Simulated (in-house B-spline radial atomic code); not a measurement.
The calculation used an in-house B-spline radial code at this level: non-relativistic CAM-B3LYP, spin-polarised, spherical fractional occupations, point nucleus, basis-set limit. The occupation of the 2p shell is varied from P⁺ ([He] 2s2 2p5 3s2 3p3 (high spin)) to P ([Ne] 3s2 3p3 (high spin)), with spherical fractional occupations. Wanted, and plotted below: the total energy less the straight line between the end points, and the eigenvalue of 2p↓ (the dashed line is minus the energy to take the whole electron out).

The curve is convex (below the straight line), with the largest deviation among the points computed, −3.24 eV, at 0.5. The end points differ by 143.3 eV, the energy to take the electron out. The eigenvalue, which is the slope of the energy (Janak's theorem), moves from −156.5 eV at 0 to −130.6 eV at 1; for a straight line it would stay constant, and a parabola would sag by an eighth of this change, scaled to a whole electron, 3.24 eV. Convexity is the mark of the delocalisation error, which puts fractional charges too low; for p, d and f shells the spherical spreading of the fraction adds to it. The shell lies under occupied ones, so the straight line is a guide here rather than an exact condition. Exact exchange at spherical fractional occupations leaves self-interaction in partly filled shells, which adds to the curvature.

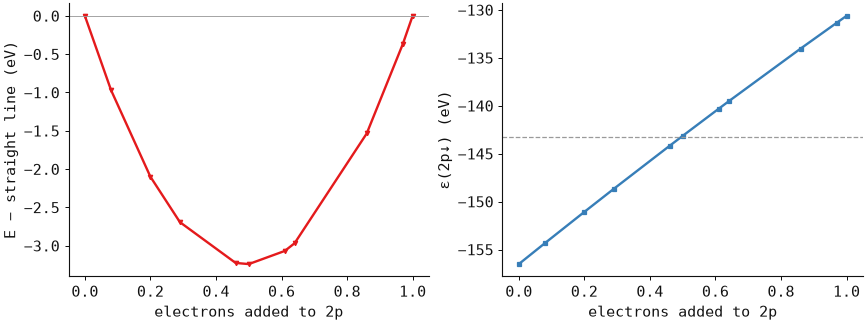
